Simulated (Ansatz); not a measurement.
ClH3OSn···HF

```csv
atom,x (Å),y (Å),z (Å)
Sn,-0.0044,-0.1501,-0.0352
H,-0.1005,0.0321,1.6936
H,1.5225,-0.1607,-0.8072
Cl,-1.4130,1.5551,-0.8928
O,-0.7947,-1.9162,-0.5364
H,-1.6779,-2.0621,-0.1412
F,1.2918,2.1670,1.4982
H,0.6225,1.7245,1.9737
```

Core potentials replace the inner electrons of Sn.

Computed with RKS PBE/def2-SVP in Ansatz.

Predict the electron density and electron localisation function between the atoms.

Sn–O (2.00 Å): ρ is about 0.71 e/Å³ halfway; the ELF peaks at about 0.80 in the valence shell of O, 0.6 Å from its nucleus, and drops to about 0.15 between the two atoms.
Sn–Cl (2.37 Å): the density is about 0.52 e/Å³ at the midpoint; the ELF peaks at about 0.80 in the valence shell of Cl, 0.8 Å from its nucleus, and drops to about 0.15 between the two atoms.

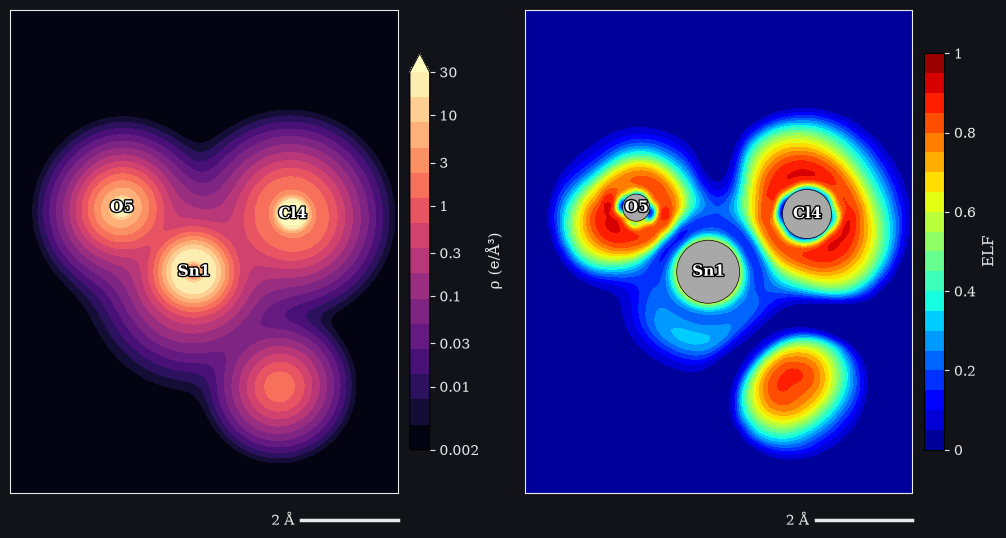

Computed electron density and electron localisation function on the plane of atoms Cl4, Sn1 and O5, in this order. Grey discs cover the atomic cores in the ELF map. 
